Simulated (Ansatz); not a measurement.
## Electronic structure of BCl2FHSi (SMILES FB[Si+](Cl)Cl) (charge +1) in real space

```
atom    x (Å)    y (Å)    z (Å)
   B  -3.2026  -2.3498   1.0595
  Cl   0.3150  -2.0163   0.4864
  Cl  -1.7047   0.5540  -0.3403
   F  -2.9366  -3.5177   1.5242
  Si  -1.5225  -1.2751   0.4028
   H  -4.2869  -1.8442   0.9734
```

Geometry: PBE0-D3(BJ)/def2-SVP.

All numbers below come from Ansatz 0.2.0, isolated molecule in a Gaussian basis; Kohn-Sham density functional theory, functional PBE0.

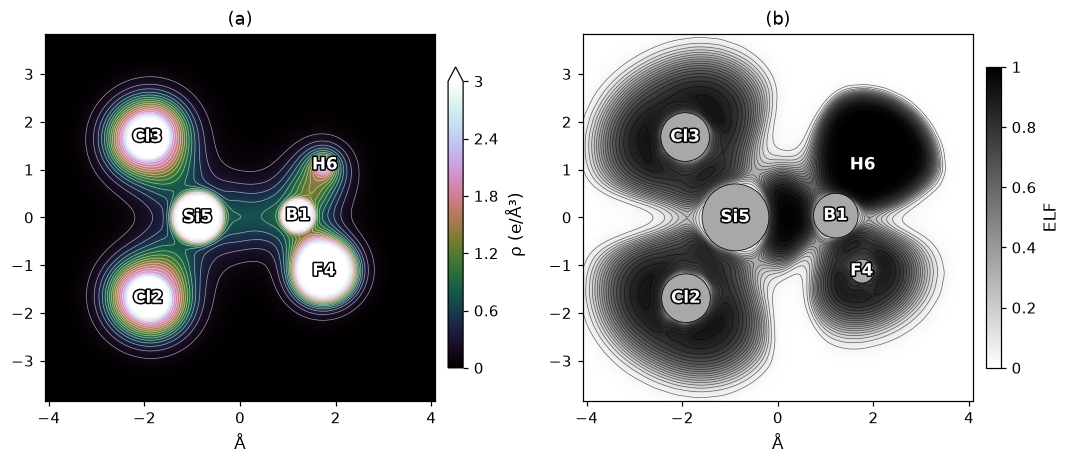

Figure 1. (a) total electron density; (b) ELF on the molecular plane. Grey discs cover the atomic cores in the ELF map.

> Interpret the plot.

- Atoms in the plane: B, Cl, F, Si and H.
- B–F (1.28 Å): ρ at the midpoint is about 2.5 e/Å³; the ELF peaks at about 0.85 between the atoms (a polar covalent bond).
- Si–Cl (1.98 Å): ρ is about 1 e/Å³ halfway; the ELF peaks at about 0.85 between the atoms (a shared but strongly polarised pair).
- Si–B (2.10 Å): the density is about 0.73 e/Å³ at the midpoint; the ELF peaks at about 1 between the atoms; a shared electron pair.
- B–H (1.20 Å): the density is about 1.4 e/Å³ at the midpoint; the ELF climbs to about 1 towards the hydrogen, as it does in any bond to H; a covalent bond by its length.
- The ELF also peaks beside Cl2, F4 and Cl3, away from the bonds: lone-pair regions.

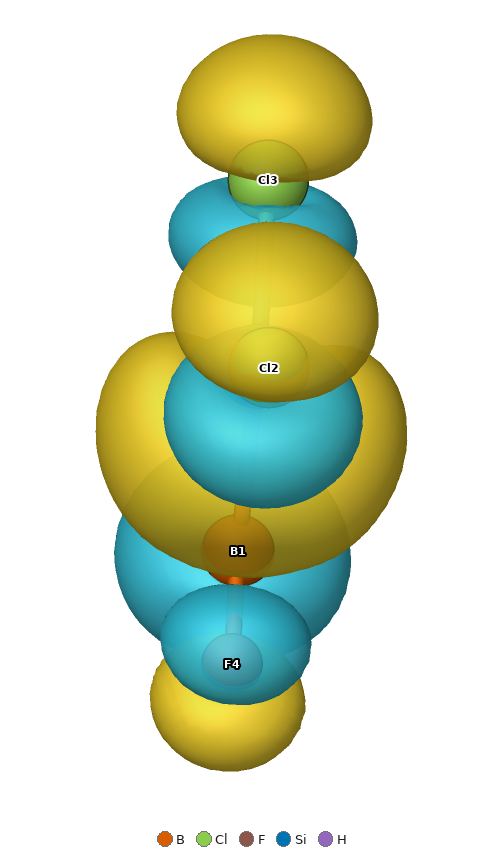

Figure 2. The HOMO at ±0.08 Å⁻³ᐟ² (yellow and cyan are the two phases), seen at an oblique angle.

> Describe this orbital and give its energy.

Its weight (Hirshfeld) is mainly on Si5 (about 20 %), B1 (about 20 %), Cl2 (about 15 %), H6 (about 15 %), Cl3 (about 15 %) and F4 (about 15 %); it is symmetric in the molecular plane (an in-plane orbital: σ, lone-pair or in-plane π type). Its energy is −14.53 eV.

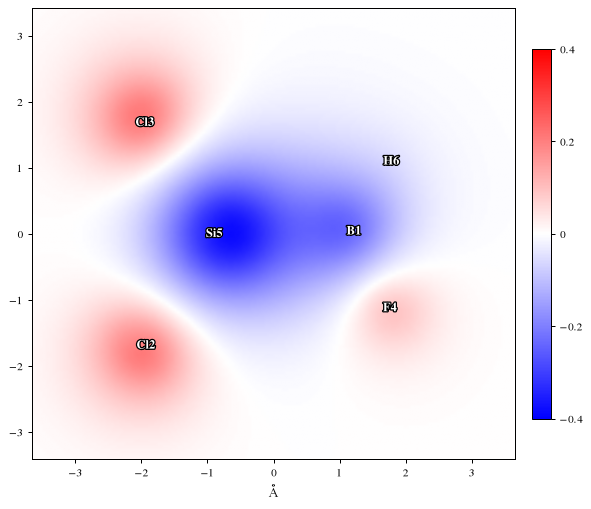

Figure 3. The LUMO on a plane 0.8 Å above the molecular plane (values in Å⁻³ᐟ²; the overall sign is arbitrary).

> Where does this orbital lie, and at what energy?

Its weight (Hirshfeld) is mainly on Si5 (about 50 %), B1 (about 20 %), Cl3 (about 10 %) and Cl2 (about 10 %); it changes sign across the molecular plane (π type); π-bonding across B1–Si5. Its energy is −9.29 eV.
